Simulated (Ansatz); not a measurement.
**Geometry relaxation of C2H9NSi**

The run: geometry relaxation of C2H9NSi. Method and program: RHF/6-31G (Ansatz 0.2.0).

It belongs to a series of runs on one base structure; here: start relaxed.

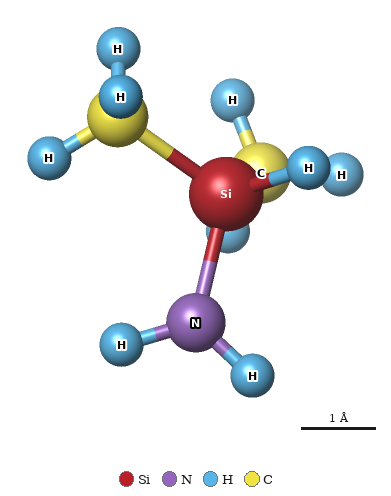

*The structure as given in the input (ball-and-stick view, seen at a tilt).*

Bond lengths as drawn: C–H 1.11 Å, C–Si 1.87 Å, H–N 1.06 Å, H–Si 1.46 Å and N–Si 1.82 Å.

### Summary

```tsv
quantity	value
outcome	converged
total energy	−11545.4818 eV
mean-field energy	−11545.4818 eV
largest force (length of the vector) at the end	0.016 eV/Å
hardware	1 thread of Intel Xeon (Granite Rapids), 32 GiB of memory available, shared host
wall time	8.9 s
peak memory	0.13 GiB
```

### Input
```yaml
crystal:
  periodic: [false, false, false]
  atoms:
    - { symbol: Si, position_ang: [0.0, 0.0, 0.0] }
    - { symbol: "N", position_ang: [0.0, 0.0, 1.82] }
    - { symbol: H, position_ang: [-0.877, -0.2713, 2.35] }
    - { symbol: H, position_ang: [0.877, 0.2713, 2.35] }
    - { symbol: C, position_ang: [1.7634, 0.0, -0.6227] }
    - { symbol: H, position_ang: [2.1111, -1.0463, -0.7509] }
    - { symbol: H, position_ang: [1.8119, 0.5276, -1.5981] }
    - { symbol: H, position_ang: [2.4154, 0.5187, 0.1108] }
    - { symbol: C, position_ang: [-0.8808, 1.5259, -0.6227] }
    - { symbol: H, position_ang: [-1.9334, 1.2723, -0.8671] }
    - { symbol: H, position_ang: [-0.8624, 2.3106, 0.1622] }
    - { symbol: H, position_ang: [-0.3704, 1.9025, -1.5336] }
    - { symbol: H, position_ang: [-0.6877, -1.1914, -0.4862] }
basis:
  gaussian: { orbitals: "6-31G" }
hamiltonian:
  xc: hf
relax:
  f_tol: 0.02
  max_steps: 40
```

Run as:
```bash
ansatz run input.yaml --threads 1 --pin off --max-ram 2048MiB --backend cpu --events-out ev --progress --plain --runs-dir out
```

### What the program printed
```
The last accepted step is kept in [file] (removed where the run ends without a failure and the disk answers)
Engine: ansatz 0.2.0, x86_64-unknown-linux-gnu
Functional definition: HF
  exchange = exact_x
  correlation = 0
871 factors; integrals over basis functions are off by at most 1.7e-4 eV
mean field evaluation 1: about -11542.0578 eV, gradient 3.5e1 eV
mean field evaluation 2: about -11542.0580 eV, gradient 3.5e1 eV
mean field evaluation 4: about -11544.9382 eV, gradient 2.8e0 eV
mean field evaluation 8: about -11544.9623 eV, gradient 1.4e-2 eV
mean field -11544.96225488 eV, -424.2695374102 hartree, gradient 2.2e-5 eV, S^2 0.000000; 0 other end points of the search recorded, 0 dependent functions left out
the calculation of the forces begins
reference -11544.96225488 eV, -424.2695374102 hartree; 21, 21 occupied and 37, 37 virtual orbitals, 871 factors
relax step   1: F+E_penalty+E_count = -11544.96225488 eV  Δ(F+E_penalty+E_count) = +0.000e0 eV  max|allowed force component| = 2.664e0 eV/Å  Δτ_max = 0.0000 Å  (29 SCF iters, accepted)
these checks for a lower state are left out or cut short: starts, cluster_reference, orbital_swaps, neighbouring_geometries, increment
871 factors; integrals over basis functions are off by at most 1.6e-4 eV
mean field evaluation 16: about -11545.3827 eV, gradient 2.5e-5 eV
mean field -11545.38269716 eV, -424.2849883791 hartree, gradient 2.5e-5 eV, S^2 0.000000; 0 other end points of the search recorded, 0 dependent functions left out
the calculation of the forces begins
reference -11545.38269716 eV, -424.2849883791 hartree; 21, 21 occupied and 37, 37 virtual orbitals, 871 factors
relax step   2: F+E_penalty+E_count = -11545.38269716 eV  Δ(F+E_penalty+E_count) = -4.204e-1 eV  max|allowed force component| = 9.742e-1 eV/Å  Δτ_max = 0.1788 Å  (27 SCF iters, accepted)
these checks for a lower state are left out or cut short: starts, cluster_reference, orbital_swaps, neighbouring_geometries, increment
871 factors; integrals over basis functions are off by at most 1.6e-4 eV
mean field -11545.43516654 eV, -424.2869165933 hartree, gradient 2.7e-5 eV, S^2 0.000000; 0 other end points of the search recorded, 0 dependent functions left out
the calculation of the forces begins
reference -11545.43516654 eV, -424.2869165933 hartree; 21, 21 occupied and 37, 37 virtual orbitals, 871 factors
relax step   3: F+E_penalty+E_count = -11545.43516654 eV  Δ(F+E_penalty+E_count) = -5.247e-2 eV  max|allowed force component| = 4.924e-1 eV/Å  Δτ_max = 0.0852 Å  (21 SCF iters, accepted)
these checks for a lower state are left out or cut short: starts, cluster_reference, orbital_swaps, neighbouring_geometries, increment
871 factors; integrals over basis functions are off by at most 1.6e-4 eV
mean field -11545.46524281 eV, -424.2880218760 hartree, gradient 2.5e-5 eV, S^2 0.000000; 0 other end points of the search recorded, 0 dependent functions left out
the calculation of the forces begins
reference -11545.46524281 eV, -424.2880218760 hartree; 21, 21 occupied and 37, 37 virtual orbitals, 871 factors
relax step   4: F+E_penalty+E_count = -11545.46524281 eV  Δ(F+E_penalty+E_count) = -3.008e-2 eV  max|allowed force component| = 1.930e-1 eV/Å  Δτ_max = 0.2000 Å  (26 SCF iters, accepted)
these checks for a lower state are left out or cut short: starts, cluster_reference, orbital_swaps, neighbouring_geometries, increment
871 factors; integrals over basis functions are off by at most 1.6e-4 eV
mean field evaluation 32: about -11545.4759 eV, gradient 1.5e-5 eV
mean field -11545.47590736 eV, -424.2884137910 hartree, gradient 2.4e-5 eV, S^2 0.000000; 0 other end points of the search recorded, 0 dependent functions left out
the calculation of the forces begins
reference -11545.47590736 eV, -424.2884137910 hartree; 21, 21 occupied and 37, 37 virtual orbitals, 871 factors
relax step   5: F+E_penalty+E_count = -11545.47590736 eV  Δ(F+E_penalty+E_count) = -1.066e-2 eV  max|allowed force component| = 1.590e-1 eV/Å  Δτ_max = 0.2000 Å  (26 SCF iters, accepted)
these checks for a lower state are left out or cut short: starts, cluster_reference, orbital_swaps, neighbouring_geometries, increment
871 factors; integrals over basis functions are off by at most 1.6e-4 eV
mean field -11545.48021899 eV, -424.2885722403 hartree, gradient 2.8e-5 eV, S^2 0.000000; 0 other end points of the search recorded, 0 dependent functions left out
the calculation of the forces begins
reference -11545.48021899 eV, -424.2885722403 hartree; 21, 21 occupied and 37, 37 virtual orbitals, 871 factors
relax step   6: F+E_penalty+E_count = -11545.48021899 eV  Δ(F+E_penalty+E_count) = -4.312e-3 eV  max|allowed force component| = 1.119e-1 eV/Å  Δτ_max = 0.0680 Å  (21 SCF iters, accepted)
these checks for a lower state are left out or cut short: starts, cluster_reference, orbital_swaps, neighbouring_geometries, increment
871 factors; integrals over basis functions are off by at most 1.6e-4 eV
mean field -11545.48175977 eV, -424.2886288631 hartree, gradient 3.0e-5 eV, S^2 0.000000; 0 other end points of the search recorded, 0 dependent functions left out
the calculation of the forces begins
reference -11545.48175977 eV, -424.2886288631 hartree; 21, 21 occupied and 37, 37 virtual orbitals, 871 factors
relax step   7: F+E_penalty+E_count = -11545.48175977 eV  Δ(F+E_penalty+E_count) = -1.541e-3 eV  max|allowed force component| = 1.245e-2 eV/Å  Δτ_max = 0.0351 Å  (21 SCF iters, accepted)
```

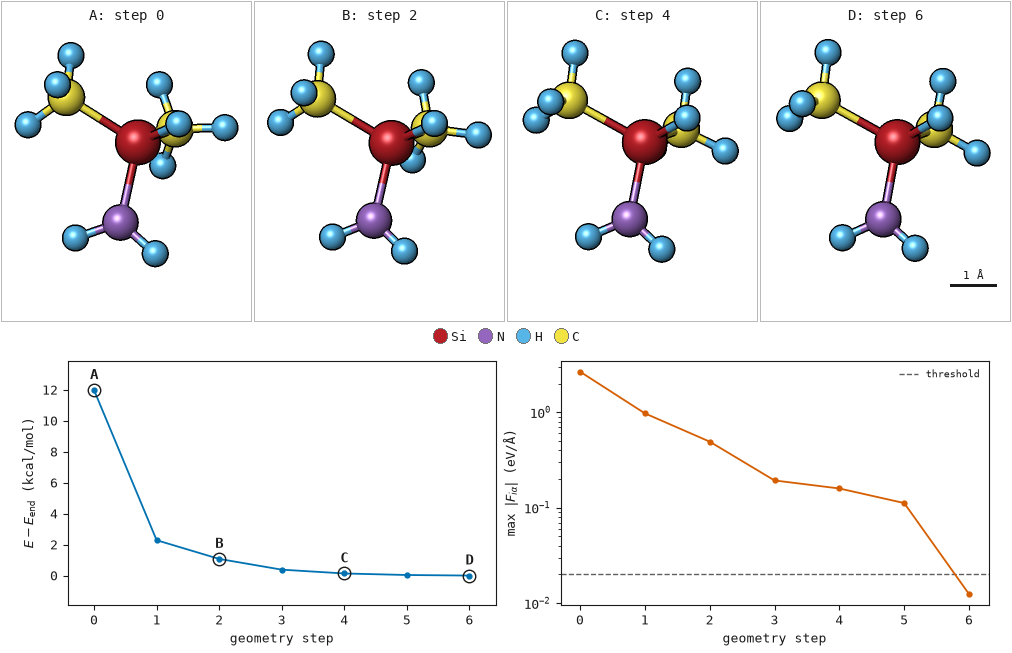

*Frames of the relaxation (ball-and-stick view, seen at a tilt) above the curves, on which the letters mark them (the first geometry is step 0 here and step 1 in the log).*

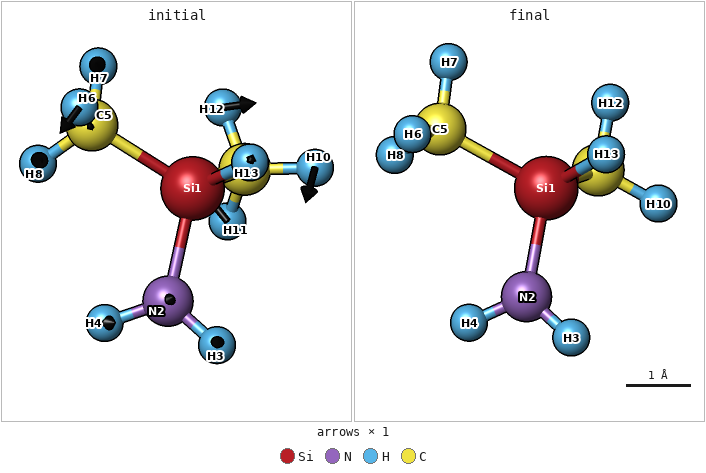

*Before (left) and after (right) the relaxation, at one scale (ball-and-stick view, seen at a tilt). The black arrows give the displacements, at true length.*

Over 6 geometry steps the energy falls by 12.0 kcal/mol. The largest force component goes from 2.7 to 0.012 eV/Å. H10 moves most after the best rigid fit: 0.64 Å. By element the largest moves are H 0.64 Å, N 0.19 Å, C 0.11 Å, Si 0.02 Å. Distances before and after: N2–H3 1.060 → 0.994 Å, Si1–N2 1.820 → 1.766 Å, Si1–H13 1.459 → 1.500 Å, Si1–C5 1.870 → 1.909 Å. Among the angles that change: H3–N2–H4 120.0° → 113.5°, N2–Si1–C9 109.5° → 113.4°, Si1–N2–H3 120.0° → 123.8°. (Atoms are counted from 1 in the order of the input.)

```
871 factors; integrals over basis functions are off by at most 1.6e-4 eV
mean field -11545.48175977 eV, -424.2886288631 hartree, gradient 3.0e-5 eV, S^2 0.000000; 1 other end points of the search recorded, 0 dependent functions left out
the calculation of the forces begins
reference -11545.48175977 eV, -424.2886288631 hartree; 21, 21 occupied and 37, 37 virtual orbitals, 871 factors
Total energy: -11545.48175977 eV, -424.2886288631 hartree
Atom 0 at    -0.010611     0.019430    -0.009645 Å, force     0.005357    -0.002369     0.007347 eV/Å
Atom 1 at    -0.055317    -0.173952     1.745513 Å, force     0.007558     0.005428    -0.012450 eV/Å
Atom 2 at    -0.852951    -0.491305     2.246209 Å, force     0.000658    -0.001377    -0.004650 eV/Å
Atom 3 at     0.721776     0.035935     2.328864 Å, force    -0.004120    -0.002167     0.000351 eV/Å
Atom 4 at     1.821674     0.052322    -0.545811 Å, force    -0.002210    -0.004818    -0.003720 eV/Å
Atom 5 at     2.316603    -0.875623    -0.283044 Å, force    -0.001974     0.001644     0.004359 eV/Å
Atom 6 at     1.903490     0.188128    -1.618883 Å, force     0.005583    -0.000647    -0.003124 eV/Å
Atom 7 at     2.354296     0.867844    -0.066746 Å, force    -0.005978     0.004567     0.003667 eV/Å
Atom 8 at    -0.897197     1.599100    -0.620991 Å, force     0.002119     0.001375     0.005848 eV/Å
Atom 9 at    -1.939284     1.603371    -0.319483 Å, force    -0.001409     0.003396    -0.000602 eV/Å
Atom 10 at    -0.428623     2.488370    -0.211973 Å, force     0.000937    -0.005033    -0.000977 eV/Å
Atom 11 at    -0.860682     1.662983    -1.704139 Å, force    -0.003142     0.001856    -0.001127 eV/Å
Atom 12 at    -0.706075    -1.156703    -0.628171 Å, force    -0.003378    -0.001855     0.005078 eV/Å
Dipole moment:     0.056118     0.074382     0.115659 e Å
```

### Trajectory as extended XYZ (Å, eV, eV/Å), 7 frames, from step=1 to step=7
```
13
Properties=species:S:1:pos:R:3:forces:R:3 step=1 energy=-11544.96226
Si    0.0000    0.0000    0.0000   -0.0134   0.1901   1.9132
N     0.0000    0.0000    1.8200    0.0564  -0.2342   0.8132
H    -0.8770   -0.2713    2.3500    2.6642   0.8097  -0.9233
H     0.8770    0.2713    2.3500   -2.6433  -0.8427  -0.9445
C     1.7634    0.0000   -0.6227    1.1426  -0.1742  -0.2503
H     2.1111   -1.0463   -0.7509   -0.0052   0.9635   0.0671
H     1.8119    0.5276   -1.5981    0.1866  -0.4903   0.7995
H     2.4154    0.5187    0.1108   -0.2862  -0.4215  -0.7671
C    -0.8808    1.5259   -0.6227   -0.7137   0.9670  -0.5315
H    -1.9334    1.2723   -0.8671    0.7613   0.5329   0.1255
H    -0.8624    2.3106    0.1622   -0.1012  -0.5465  -0.7864
H    -0.3704    1.9025   -1.5336   -0.6353  -0.1089   0.6605
H    -0.6877   -1.1914   -0.4862   -0.4128  -0.6447  -0.1757
13
Properties=species:S:1:pos:R:3:forces:R:3 step=2 energy=-11545.38270
Si   -0.0101    0.0416    0.0053    0.0192  -0.3477   0.9742
N     0.0170   -0.0581    1.7995    0.0199   0.0716  -0.2378
H    -0.7855   -0.3342    2.3383    0.5486   0.1718  -0.2020
H     0.8451    0.1376    2.3370   -0.6002  -0.1332  -0.2501
C     1.7982   -0.0105   -0.5789    0.6995   0.1177  -0.3632
H     2.1977   -1.0293   -0.6095   -0.2680   0.3113   0.0919
H     1.8982    0.4081   -1.5868   -0.0616  -0.1510   0.3234
H     2.4541    0.5730    0.0751   -0.2512  -0.1226  -0.1532
C    -0.9360    1.5690   -0.6506   -0.3080   0.6885  -0.2663
H    -2.0051    1.3847   -0.8047    0.3928  -0.0568   0.1297
H    -0.8517    2.3944    0.0616    0.0155  -0.2105  -0.1909
H    -0.5321    1.9197   -1.6078   -0.0816  -0.2007   0.3186
H    -0.7229   -1.1762   -0.4667   -0.1250  -0.1385  -0.1741
13
Properties=species:S:1:pos:R:3:forces:R:3 step=3 energy=-11545.43517
Si   -0.0176    0.0150    0.0089    0.0548   0.0727   0.2787
N     0.0044   -0.0754    1.7822   -0.0253  -0.0386  -0.4924
H    -0.7753   -0.3572    2.3215   -0.1897  -0.0752   0.1535
H     0.8037    0.1468    2.3219    0.1775   0.0556   0.1080
C     1.7992    0.0075   -0.5796    0.2582  -0.0663  -0.1258
H     2.2085   -1.0000   -0.5481   -0.0435   0.1207   0.0230
H     1.8931    0.3740   -1.6014   -0.0775  -0.0733   0.1577
H     2.4250    0.6376    0.0510   -0.1295  -0.0407  -0.0515
C    -0.9181    1.5741   -0.6365   -0.1801   0.2371  -0.1386
H    -1.9909    1.4063   -0.7241    0.1456   0.0216   0.0448
H    -0.7713    2.4140    0.0415    0.0299  -0.1485  -0.0826
H    -0.5506    1.8713   -1.6193   -0.0507  -0.1061   0.1473
H    -0.7431   -1.1942   -0.5063    0.0302   0.0411  -0.0222
13
Properties=species:S:1:pos:R:3:forces:R:3 step=4 energy=-11545.46524
Si   -0.0147    0.0215    0.0046   -0.1669  -0.1300  -0.1170
N    -0.0241   -0.1266    1.7606    0.0940   0.0075   0.1930
H    -0.7942   -0.4476    2.3010   -0.0257  -0.0047  -0.0840
H     0.7647    0.1199    2.3153   -0.0320  -0.0143  -0.0198
C     1.8046    0.0238   -0.5632    0.0872   0.1644  -0.0126
H     2.2615   -0.9461   -0.4121    0.0057  -0.0272   0.0292
H     1.8799    0.2753   -1.6177    0.0089  -0.0176   0.0784
H     2.3769    0.7595   -0.0007   -0.0171  -0.0610  -0.0915
C    -0.9086    1.5881   -0.6289    0.1482   0.1205  -0.1310
H    -1.9852    1.4951   -0.5488   -0.0258   0.0022   0.0545
H    -0.5982    2.4548   -0.0500   -0.0462  -0.0377  -0.0893
H    -0.6669    1.7700   -1.6768   -0.0466  -0.0186   0.1694
H    -0.7285   -1.1678   -0.5715    0.0161   0.0166   0.0207
13
Properties=species:S:1:pos:R:3:forces:R:3 step=5 energy=-11545.47591
Si   -0.0173    0.0041   -0.0099    0.1590   0.1404  -0.0166
N    -0.0402   -0.1755    1.7456   -0.1057   0.0593  -0.0328
H    -0.8558   -0.4122    2.2623    0.0487  -0.0351   0.0391
H     0.7496    0.0331    2.3113   -0.0031  -0.0382   0.0370
C     1.8146    0.0526   -0.5453    0.0007  -0.1197  -0.0264
H     2.2965   -0.8943   -0.3295    0.0335   0.0077  -0.0124
H     1.8950    0.2402   -1.6104    0.0191  -0.0075  -0.0110
H     2.3612    0.8342   -0.0279   -0.0442   0.0273   0.0179
C    -0.8953    1.5888   -0.6224   -0.1443  -0.0191   0.0492
H    -1.9502    1.5656   -0.3649    0.0124   0.0350  -0.0361
H    -0.4668    2.4789   -0.1716    0.0380  -0.0615  -0.0077
H    -0.8148    1.6800   -1.7011   -0.0072  -0.0048   0.0002
H    -0.7095   -1.1755   -0.6246   -0.0069   0.0162  -0.0005
13
Properties=species:S:1:pos:R:3:forces:R:3 step=6 energy=-11545.48022
Si   -0.0030    0.0184   -0.0036   -0.1119  -0.0216  -0.0343
N    -0.0628   -0.1697    1.7527    0.1023   0.0359  -0.0643
H    -0.8651   -0.4785    2.2505   -0.0169  -0.0170  -0.0111
H     0.7100    0.0468    2.3391   -0.0028  -0.0090   0.0251
C     1.8256    0.0508   -0.5537   -0.0052   0.0101   0.0505
H     2.3167   -0.8858   -0.3166    0.0061  -0.0003   0.0097
H     1.9000    0.2112   -1.6241   -0.0145  -0.0046   0.0099
H     2.3661    0.8522   -0.0600    0.0122   0.0038  -0.0003
C    -0.8959    1.5946   -0.6184    0.0208   0.0034  -0.0099
H    -1.9405    1.5941   -0.3252    0.0098  -0.0075   0.0097
H    -0.4344    2.4858   -0.2048   -0.0038  -0.0049  -0.0089
H    -0.8525    1.6595   -1.7015    0.0013   0.0072   0.0105
H    -0.6969   -1.1595   -0.6227    0.0027   0.0044   0.0135
13
Properties=species:S:1:pos:R:3:forces:R:3 step=7 energy=-11545.48176
Si   -0.0106    0.0194   -0.0096    0.0054  -0.0024   0.0073
N    -0.0553   -0.1740    1.7455    0.0076   0.0054  -0.0124
H    -0.8530   -0.4913    2.2462    0.0007  -0.0014  -0.0046
H     0.7218    0.0359    2.3289   -0.0041  -0.0022   0.0004
C     1.8217    0.0523   -0.5458   -0.0022  -0.0048  -0.0037
H     2.3166   -0.8756   -0.2830   -0.0020   0.0016   0.0044
H     1.9035    0.1881   -1.6189    0.0056  -0.0006  -0.0031
H     2.3543    0.8678   -0.0667   -0.0060   0.0046   0.0037
C    -0.8972    1.5991   -0.6210    0.0021   0.0014   0.0058
H    -1.9393    1.6034   -0.3195   -0.0014   0.0034  -0.0006
H    -0.4286    2.4884   -0.2120    0.0009  -0.0050  -0.0010
H    -0.8607    1.6630   -1.7041   -0.0031   0.0019  -0.0011
H    -0.7061   -1.1567   -0.6282   -0.0034  -0.0019   0.0051
```
